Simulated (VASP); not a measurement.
# Cu2SeS with AM05: from relaxation to properties, part 7 of 8

Aim: relax Cu2SeS, then compute properties on the relaxed cell. The cell is invented: it takes the structure of a Materials Project entry for Mg2SeS (space group 115 there), with some of its atoms replaced by other elements, volume scaled by an estimate. It may not be a known or stable phase. The atoms of the start are displaced at random from the sites of a P-4m2 cell.

VASP 6.6.1; AM05, no spin polarisation; plane waves and PAW (Se, Cu, S); invented cell.

Still holding for the runs below: This run has no spin polarisation, although Cu can carry a moment. The k-mesh is coarse for a metal.

So far. Step 8 (Core levels (AM05)): Atoms of one element give levels within 0.1 eV of each other. Step 9 (Volume scan with AM05): The pressure here is 6.23 GPa.

## (10) Volume scan with AM05 (run 2)

File INCAR:

```
SYSTEM = Cu2SeS
PREC = Accurate
ENCUT = 400
EDIFF = 1E-06
NELM = 100
ISMEAR = 0
SIGMA = 0.05
LREAL = .FALSE.
ALGO = Normal
GGA = AM
NBANDS = 23
LORBIT = 11
LWAVE = .FALSE.
LCHARG = .FALSE.
KPAR = 2
ISIF = 2
```

File POSCAR:

```
Cu2SeS
1.0
    3.7289615268      0.0000000000      0.0000000000
    0.0000000000      3.7289615268      0.0000000000
    0.0000000000      0.0000000000      5.0441360189
Se Cu S
1 2 1
Direct
    0.5000000000      0.5000000000      0.5000000000
    0.0000000000      0.5000000000      0.2271366280
    0.5000000000      0.0000000000      0.7728633720
    0.0000000000      0.0000000000      0.0000000000
```

File KPOINTS:

```
Automatic mesh
0
Gamma
6 6 5
0 0 0
```

Potentials, in the order of the species: Se, Cu and S (PBE family, release 64).

Run with:

```
mpirun -np 2 vasp_std
```

What it wrote:

```text
[... set-up lines as in an earlier step ...]
 entering main loop
       N       E                     dE             d eps       ncg     rms          rms(c)
DAV:   1     0.232556306352E+03    0.23256E+03   -0.12824E+04  1380   0.154E+03
DAV:   2     0.350904046390E+01   -0.22905E+03   -0.21770E+03  1387   0.325E+02
DAV:   3    -0.188860966111E+02   -0.22395E+02   -0.21528E+02  1898   0.120E+02
DAV:   4    -0.197911979224E+02   -0.90510E+00   -0.90233E+00  1765   0.229E+01
DAV:   5    -0.198273644869E+02   -0.36167E-01   -0.36145E-01  1943   0.412E+00    0.162E+01
DAV:   6    -0.199064830645E+02   -0.79119E-01   -0.48711E+01  1756   0.187E+02    0.131E+01
DAV:   7    -0.163470435252E+02    0.35594E+01   -0.12247E+01  1639   0.107E+02    0.434E+00
DAV:   8    -0.164645112752E+02   -0.11747E+00   -0.20521E+00  2201   0.220E+01    0.221E+00
DAV:   9    -0.164201819514E+02    0.44329E-01   -0.18576E-01  2105   0.119E+01    0.439E-01
DAV:  10    -0.164214079102E+02   -0.12260E-02   -0.15564E-02  2217   0.125E+00    0.299E-01
DAV:  11    -0.164209154549E+02    0.49246E-03   -0.42716E-03  1931   0.217E+00    0.106E-01
DAV:  12    -0.164208645752E+02    0.50880E-04   -0.13134E-03  2238   0.765E-01    0.308E-02
DAV:  13    -0.164208637933E+02    0.78189E-06   -0.45394E-05  2282   0.788E-02    0.138E-02
DAV:  14    -0.164208657828E+02   -0.19895E-05   -0.99428E-06  2173   0.478E-02    0.627E-03
DAV:  15    -0.164208664738E+02   -0.69104E-06   -0.92555E-07  1341   0.135E-02
   1 F= -.16420866E+02 E0= -.16418614E+02  d E =-.450541E-02
```

Run time: 8.8 s. Hardware: 2 MPI ranks of Intel Xeon 6975P-C (Granite Rapids), shared host; peak memory 0.32 GiB.

OUTCAR, selected parts (step 10):

```text
   ENCUT  =  400.0 eV  29.40 Ry    5.42 a.u.   6.08  6.08  8.23*2*pi/ulx,y,z

   NELECT =      34.0000    total number of electrons

 E-fermi :   4.6489

 k-point     1 :       0.0000    0.0000    0.0000
  band No.  band energies     occupation
    ...
     11       1.9158      2.00000
     12       2.0032      2.00000
     13       2.3149      2.00000
     14       2.9183      2.00000
     15       2.9183      2.00000
     16       5.9889      0.00000
     17       5.9889      0.00000
     18       6.1054      0.00000
     19       8.0333      0.00000
     20       8.4239      0.00000
    ...

  Total        1.5222576      1.5222576      2.1346156      0.0000000     -0.0000000      0.0000000
  in kB       34.7725168     34.7725168     48.7604450      0.0000000     -0.0000000      0.0000000
  external PRESSURE =      39.4351596 kB  Pullay stress =       0.0000000 kB

 POSITION                                       TOTAL-FORCE (eV/Angst)
 -----------------------------------------------------------------------------------
      1.86448      1.86448      2.52207         0.000000      0.000000      0.000000
      0.00000      1.86448      1.14571         0.000000     -0.000000     -0.017869
      1.86448      0.00000      3.89843        -0.000000     -0.000000      0.017869
      0.00000      0.00000      0.00000         0.000000     -0.000000      0.000000
 -----------------------------------------------------------------------------------
    total drift:                                0.000000      0.000000      0.000000

  FREE ENERGIE OF THE ION-ELECTRON SYSTEM (eV)
  ---------------------------------------------------
  free  energy   TOTEN  =       -16.4208664738 eV

  energy  without entropy=      -16.4163610647  energy(sigma->0) =      -16.41861377

[... 4 parts as in an earlier step ...]

[... 12 further parts left out ...]
```

This step gave:

```yaml
free_energy_toten: -16.42 eV
energy_at_zero_smearing: -16.42 eV
fermi_energy: 4.649 eV
pressure: 3.944 GPa
```

The pressure falls from 6.23 to 3.94 GPa.

The run ends at a pressure of 3.94 GPa, with forces up to 0.018 eV/Å.

## (11) Volume scan with AM05 (run 3)

INCAR is that of step 10.

File POSCAR:

```
Cu2SeS
1.0
    3.7546793156      0.0000000000      0.0000000000
    0.0000000000      3.7546793156      0.0000000000
    0.0000000000      0.0000000000      5.0789242632
Se Cu S
1 2 1
Direct
    0.5000000000      0.5000000000      0.5000000000
    0.0000000000      0.5000000000      0.2271366280
    0.5000000000      0.0000000000      0.7728633720
    0.0000000000      0.0000000000      0.0000000000
```

KPOINTS is that of step 10.

Run with:

```
mpirun -np 2 vasp_std
```

What it wrote:

```text
[... set-up lines as in an earlier step ...]
 entering main loop
       N       E                     dE             d eps       ncg     rms          rms(c)
DAV:   1     0.232238474617E+03    0.23224E+03   -0.12831E+04  1380   0.153E+03
DAV:   2     0.360852620704E+01   -0.22863E+03   -0.21847E+03  1394   0.322E+02
DAV:   3    -0.188809749657E+02   -0.22490E+02   -0.21469E+02  1909   0.119E+02
DAV:   4    -0.197832181096E+02   -0.90224E+00   -0.89936E+00  1819   0.229E+01
[...]
DAV:  13    -0.164499468512E+02   -0.26372E-06   -0.43491E-05  2245   0.680E-02    0.135E-02
DAV:  14    -0.164499491034E+02   -0.22522E-05   -0.94309E-06  2157   0.504E-02    0.630E-03
DAV:  15    -0.164499497351E+02   -0.63169E-06   -0.11116E-06  1274   0.190E-02
   1 F= -.16449950E+02 E0= -.16447719E+02  d E =-.446150E-02
```

Run time: 7.4 s. Hardware: 2 MPI ranks; peak memory 0.32 GiB; 13 s of CPU time.

From OUTCAR (step 11):

```text
  Total        0.6395263      0.6395263      1.2566656      0.0000000      0.0000000      0.0000000
  in kB       14.3103927     14.3103927     28.1198414      0.0000000      0.0000000      0.0000000
  external PRESSURE =      18.9135423 kB  Pullay stress =       0.0000000 kB

 POSITION                                       TOTAL-FORCE (eV/Angst)
 -----------------------------------------------------------------------------------
      1.87734      1.87734      2.53946         0.000000      0.000000      0.000000
      0.00000      1.87734      1.15361         0.000000      0.000000     -0.020559
      1.87734      0.00000      3.92531         0.000000      0.000000      0.020559
      0.00000      0.00000      0.00000         0.000000      0.000000      0.000000
 -----------------------------------------------------------------------------------
    total drift:                                0.000000      0.000000      0.000000

  FREE ENERGIE OF THE ION-ELECTRON SYSTEM (eV)
  ---------------------------------------------------
  free  energy   TOTEN  =       -16.4499497351 eV

  energy  without entropy=      -16.4454882344  energy(sigma->0) =      -16.44771898

[... 1 part as in an earlier step ...]

[... 2 further parts left out ...]
[key lines of the parts left out:]
E-fermi :   4.4190
```

The pressure falls from 3.94 to 1.89 GPa.

The run ends at a pressure of 1.89 GPa, with forces up to 0.021 eV/Å.

## (12) Volume scan with AM05 (run 4)

INCAR is that of step 11.

File POSCAR:

```
Cu2SeS
1.0
    3.7800495400      0.0000000000      0.0000000000
    0.0000000000      3.7800495400      0.0000000000
    0.0000000000      0.0000000000      5.1132423600
Se Cu S
1 2 1
Direct
    0.5000000000      0.5000000000      0.5000000000
    0.0000000000      0.5000000000      0.2271366280
    0.5000000000      0.0000000000      0.7728633720
    0.0000000000      0.0000000000      0.0000000000
```

KPOINTS is that of step 11.

Run with:

```
mpirun -np 2 vasp_std
```

What it wrote:

```text
[... set-up lines as in an earlier step ...]
 entering main loop
       N       E                     dE             d eps       ncg     rms          rms(c)
[... 15 cycles as in an earlier step ...]
   1 F= -.16461406E+02 E0= -.16459251E+02  d E =-.430940E-02
```

Run time: 10 s. Hardware: 2 MPI ranks; peak memory 0.36 GiB; 19 s of CPU time.

Parts of OUTCAR (step 12):

```text
[... 6 parts as in an earlier step ...]

[... 1 further part left out ...]
[key lines of the parts left out:]
E-fermi :   4.1987
```

The pressure falls from 1.89 to 0.08 GPa.

The run ends at a pressure of 0.08 GPa, with forces up to 0.024 eV/Å.

## (13) Volume scan with AM05 (run 5)

INCAR is that of step 12.

File POSCAR:

```
Cu2SeS
1.0
    3.8050837102      0.0000000000      0.0000000000
    0.0000000000      3.8050837102      0.0000000000
    0.0000000000      0.0000000000      5.1471058791
Se Cu S
1 2 1
Direct
    0.5000000000      0.5000000000      0.5000000000
    0.0000000000      0.5000000000      0.2271366280
    0.5000000000      0.0000000000      0.7728633720
    0.0000000000      0.0000000000      0.0000000000
```

KPOINTS is that of step 12.

Run with:

```
mpirun -np 2 vasp_std
```

What it wrote:

```text
[... set-up lines as in an earlier step ...]
 entering main loop
       N       E                     dE             d eps       ncg     rms          rms(c)
DAV:   1     0.229755185795E+03    0.22976E+03   -0.12663E+04  1380   0.150E+03
DAV:   2     0.345005134689E+01   -0.22631E+03   -0.21602E+03  1380   0.319E+02
DAV:   3    -0.187760807112E+02   -0.22226E+02   -0.21198E+02  1895   0.117E+02
DAV:   4    -0.197027616684E+02   -0.92668E+00   -0.92286E+00  1841   0.232E+01
[...]
DAV:  13    -0.164571595529E+02   -0.16232E-05   -0.50971E-05  1783   0.536E-02    0.119E-02
DAV:  14    -0.164571633090E+02   -0.37560E-05   -0.87060E-06  1833   0.316E-02    0.557E-03
DAV:  15    -0.164571638074E+02   -0.49840E-06   -0.13136E-06  1245   0.307E-02
   1 F= -.16457164E+02 E0= -.16455078E+02  d E =-.417186E-02
```

Wall time 10 s (2 MPI ranks); peak memory 0.35 GiB.

From OUTCAR (step 13):

```text
  Total       -0.9528484     -0.9528484     -0.3167764      0.0000000      0.0000000      0.0000000
  in kB      -20.4853242    -20.4853242     -6.8103878      0.0000000      0.0000000      0.0000000
  external PRESSURE =     -15.9270121 kB  Pullay stress =       0.0000000 kB

 POSITION                                       TOTAL-FORCE (eV/Angst)
 -----------------------------------------------------------------------------------
      1.90254      1.90254      2.57355        -0.000000     -0.000000      0.000000
      0.00000      1.90254      1.16910         0.000000      0.000000     -0.025020
      1.90254      0.00000      3.97801        -0.000000      0.000000      0.025020
      0.00000      0.00000      0.00000        -0.000000      0.000000      0.000000
 -----------------------------------------------------------------------------------
    total drift:                                0.000000      0.000000      0.000000

  FREE ENERGIE OF THE ION-ELECTRON SYSTEM (eV)
  ---------------------------------------------------
  free  energy   TOTEN  =       -16.4571638074 eV

  energy  without entropy=      -16.4529919470  energy(sigma->0) =      -16.45507788

[... 1 part as in an earlier step ...]

[... 2 further parts left out ...]
[key lines of the parts left out:]
E-fermi :   3.9882
```

The pressure falls from 0.08 to -1.59 GPa, so it vanishes between these two volumes.

## (14) Volume scan with AM05 (run 6)

INCAR is that of step 13.

File POSCAR:

```
Cu2SeS
1.0
    3.8297927384      0.0000000000      0.0000000000
    0.0000000000      3.8297927384      0.0000000000
    0.0000000000      0.0000000000      5.1805295810
Se Cu S
1 2 1
Direct
    0.5000000000      0.5000000000      0.5000000000
    0.0000000000      0.5000000000      0.2271366280
    0.5000000000      0.0000000000      0.7728633720
    0.0000000000      0.0000000000      0.0000000000
```

KPOINTS is that of step 13.

Run with:

```
mpirun -np 2 vasp_std
```

What it wrote:

```text
[... set-up lines as in an earlier step ...]
 entering main loop
       N       E                     dE             d eps       ncg     rms          rms(c)
DAV:   1     0.226523718996E+03    0.22652E+03   -0.12675E+04  1380   0.149E+03
DAV:   2     0.268689667535E+01   -0.22384E+03   -0.21385E+03  1394   0.314E+02
DAV:   3    -0.186919339045E+02   -0.21379E+02   -0.20516E+02  1893   0.116E+02
DAV:   4    -0.196466007958E+02   -0.95467E+00   -0.94989E+00  1746   0.233E+01
[...]
DAV:  13    -0.164388367024E+02   -0.27405E-05   -0.61130E-05  2190   0.837E-02    0.121E-02
DAV:  14    -0.164388401876E+02   -0.34852E-05   -0.63118E-06  1973   0.295E-02    0.603E-03
DAV:  15    -0.164388410674E+02   -0.87979E-06   -0.16750E-06  1360   0.172E-02
   1 F= -.16438841E+02 E0= -.16436778E+02  d E =-.412670E-02
```

Run time: 11 s. Hardware: 2 MPI ranks; peak memory 0.36 GiB.

From OUTCAR (step 14):

```text
  Total       -1.6618126     -1.6618126     -1.0036661      0.0000000     -0.0000000      0.0000000
  in kB      -35.0403088    -35.0403088    -21.1628989      0.0000000     -0.0000000      0.0000000
  external PRESSURE =     -30.4145055 kB  Pullay stress =       0.0000000 kB

 POSITION                                       TOTAL-FORCE (eV/Angst)
 -----------------------------------------------------------------------------------
      1.91490      1.91490      2.59026         0.000000      0.000000      0.000000
      0.00000      1.91490      1.17669        -0.000000     -0.000000     -0.025221
      1.91490      0.00000      4.00384         0.000000     -0.000000      0.025221
      0.00000      0.00000      0.00000         0.000000     -0.000000      0.000000
 -----------------------------------------------------------------------------------
    total drift:                                0.000000      0.000000      0.000000

  FREE ENERGIE OF THE ION-ELECTRON SYSTEM (eV)
  ---------------------------------------------------
  free  energy   TOTEN  =       -16.4388410674 eV

  energy  without entropy=      -16.4347143689  energy(sigma->0) =      -16.43677772

[... 1 part as in an earlier step ...]

[... 2 further parts left out ...]
[key lines of the parts left out:]
E-fermi :   3.7863
```

The pressure falls from -1.59 to -3.04 GPa.

The run ends at a pressure of -3.04 GPa, with forces up to 0.025 eV/Å.

## (15) Volume scan with AM05 (run 7)

A prediction first. A parabola through the 6 pressures of evenly scaled cells so far, P = 0.06 -87.0 t +205 t² GPa with t = ln(V/V₁) and V₁ the volume at scale 1, gives -4.32 GPa at t = +0.0583.

INCAR is that of step 14.

File POSCAR:

```
Cu2SeS
1.0
    3.8541869804      0.0000000000      0.0000000000
    0.0000000000      3.8541869804      0.0000000000
    0.0000000000      0.0000000000      5.2135274744
Se Cu S
1 2 1
Direct
    0.5000000000      0.5000000000      0.5000000000
    0.0000000000      0.5000000000      0.2271366280
    0.5000000000      0.0000000000      0.7728633720
    0.0000000000      0.0000000000      0.0000000000
```

KPOINTS is that of step 14.

Run with:

```
mpirun -np 2 vasp_std
```

What it wrote:

```text
[... set-up lines as in an earlier step ...]
 entering main loop
       N       E                     dE             d eps       ncg     rms          rms(c)
DAV:   1     0.228105298564E+03    0.22811E+03   -0.12784E+04  1380   0.149E+03
DAV:   2     0.334448331853E+01   -0.22476E+03   -0.21452E+03  1380   0.314E+02
DAV:   3    -0.185575850188E+02   -0.21902E+02   -0.20891E+02  1894   0.116E+02
DAV:   4    -0.195753917494E+02   -0.10178E+01   -0.10129E+01  1848   0.243E+01
[...]
DAV:  14    -0.164081517036E+02   -0.31284E-05   -0.91638E-06  2134   0.627E-02    0.582E-03
DAV:  15    -0.164081528768E+02   -0.11732E-05   -0.29139E-06  1608   0.130E-02    0.266E-03
DAV:  16    -0.164081531204E+02   -0.24358E-06   -0.31391E-07  1264   0.728E-03
   1 F= -.16408153E+02 E0= -.16406069E+02  d E =-.416819E-02
```

Elapsed: 15 s, on 2 MPI ranks; peak memory 0.36 GiB.

From OUTCAR (step 15):

```text
  Total       -2.3032560     -2.3032560     -1.6201585      0.0000000      0.0000000      0.0000000
  in kB      -47.6491952    -47.6491952    -33.5174409      0.0000000      0.0000000      0.0000000
  external PRESSURE =     -42.9386105 kB  Pullay stress =       0.0000000 kB

 POSITION                                       TOTAL-FORCE (eV/Angst)
 -----------------------------------------------------------------------------------
      1.92709      1.92709      2.60676        -0.000000      0.000000      0.000000
      0.00000      1.92709      1.18418        -0.000000     -0.000000     -0.024493
      1.92709      0.00000      4.02934         0.000000     -0.000000      0.024493
      0.00000      0.00000      0.00000        -0.000000     -0.000000      0.000000
 -----------------------------------------------------------------------------------
    total drift:                                0.000000     -0.000000      0.000000

  FREE ENERGIE OF THE ION-ELECTRON SYSTEM (eV)
  ---------------------------------------------------
  free  energy   TOTEN  =       -16.4081531204 eV

  energy  without entropy=      -16.4039849273  energy(sigma->0) =      -16.40606902

[... 1 part as in an earlier step ...]

[... 2 further parts left out ...]
[key lines of the parts left out:]
E-fermi :   3.5926
```

The pressure falls from -3.04 to -4.29 GPa. The parabola predicted -4.32 GPa, -0.02 GPa off.

## (16) The series together

Times are for 2 MPI ranks of Intel Xeon 6975P-C (Granite Rapids), shared host. Results by setting:

```csv
no.,volume scale,energy above the lowest point (meV/atom),pressure (GPa),time,memory (GiB)
1,0.94,22.3,6.234,8.8 s,0.32
2,0.96,10.16,3.944,8.8 s,0.32
3,0.98,2.88,1.891,7.4 s,0.32
4,1,0,0.07568,10 s,0.36
5,1.02,1.04,-1.593,10 s,0.35
6,1.04,5.62,-3.041,11 s,0.36
7,1.06,13.3,-4.294,15 s,0.36
```

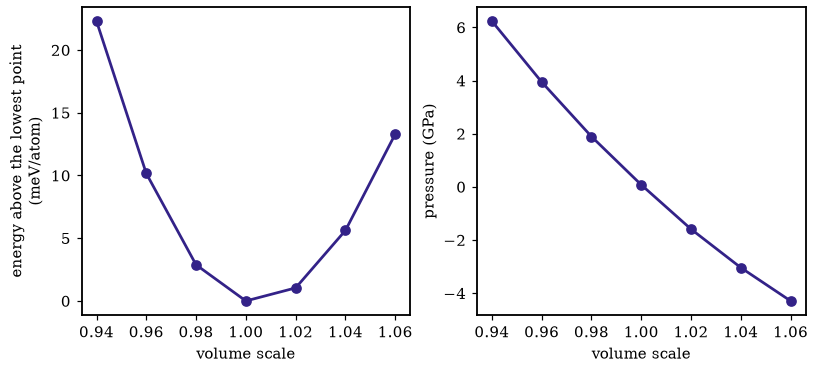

The series as plots.

## (17) Fit for AM05

This step: Birch-Murnaghan fit, AM05; plane waves and PAW; invented cell (VASP 6.6.1).

Derived from the runs above.

Numbers from this step:

```
pressure derivative of the bulk modulus : 4.551
r.m.s. error of the fit                 : 8.60e-6 eV/atom
minimum inside the sampled range        : yes
bulk modulus                            : 84.23 GPa
equilibrium volume of the fit           : 18.35 Å³/atom
```

The energy above the fitted minimum by volume:

```csv
volume (Å³/atom),energy above the fitted minimum (eV/atom)
17.170,0.0224
17.535,0.0102
17.900,0.00297
18.265,8.5e-5
18.631,0.00113
18.996,0.00570
19.361,0.0134
```

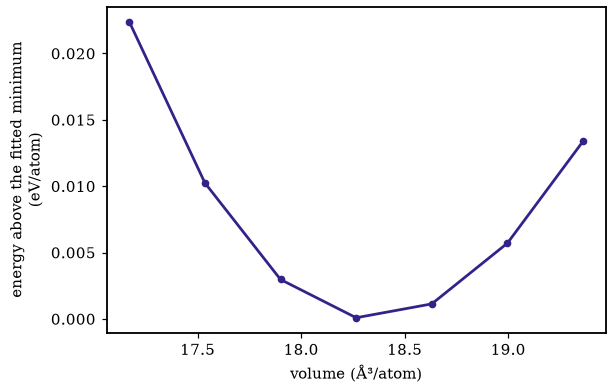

Energy above the fitted minimum against volume.

The fitted volume lies +0.44 % from the relaxed one. At a finite cutoff and mesh the minimum of the energy and the zero of the stress don't quite coincide, and the relaxation stops at a threshold.

(Continued in part 8 of 8.)

[Lines on the potential files, build, host, timing and source positions are cut from VASP's logs without a mark.]

[Logs are printed without paths, hosts, clocks, repeated set-up lines and the standing remarks that a program may print on its own settings, such as how far it seeks lower states.]

[Hosts, paths, dates, database ids (printed as entryN), source tags and the programs' standing remarks are cut or masked in the printed files.]

[A measured line is paired with the nearest computed mode of its activity, which favours agreement.]
